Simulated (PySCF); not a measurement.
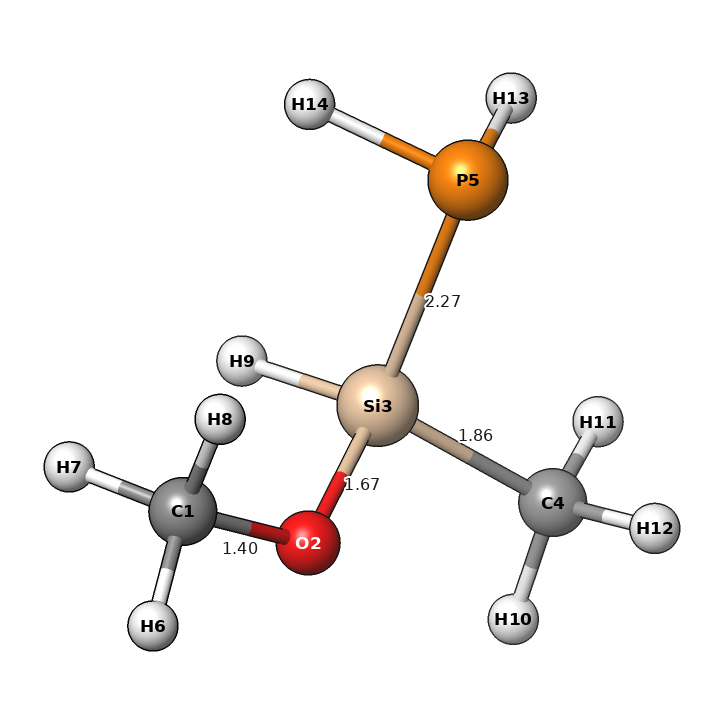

Bond lengths are marked in Å; every bond is drawn as one stick. The computed structure is the end point of a PBE0-D3(BJ)/def2-SVP optimisation. No frequency run is at hand to confirm it as a minimum.

Q: Assign a bond order to each marked bond.

A: C1–O2 single; O2–Si3 single; Si3–C4 single; Si3–P5 single.

Q: Write the SMILES.

A: CO[Si@H](C)P
